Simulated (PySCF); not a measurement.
Vertical excitations of a molecule C4H8OSi from PySCF with TDDFT-PBE0/def2-SVPD, as energy in eV (oscillator strength): 6.11 (0.003), 6.19 (0.377), 6.49 (0.006), 6.54 (0.000), 6.87 (0.001), 7.10 (0.006), 7.33 (0.032), 7.40 (0.001), 7.70 (0.000), 7.75 (0.122). Lowest triplet (TDA): 4.06 eV. Coordinates come from a ωB97X-D3(BJ)/def2-SVP optimisation. One conformer was computed; it need not be the lowest.

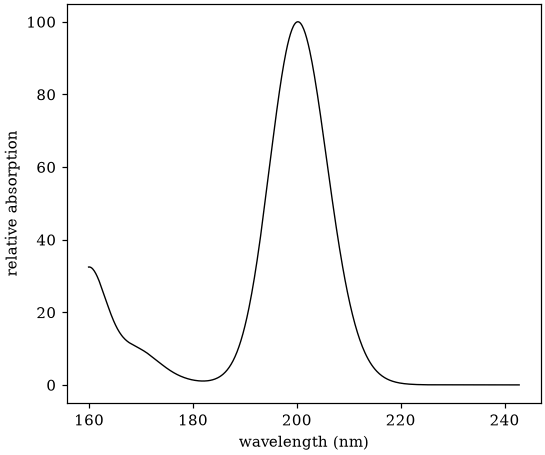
Figure. The lines broadened by 0.4 eV.

Question: Which molecule gave these data?
A. [SiH3]/C=C1\CCO1
B. O=CC1([SiH3])CC1
C. [SiH3]O[C@H]1C=CC1
D. CC1=C([SiH3])CO1

Answer: A, [SiH3]/C=C1\CCO1
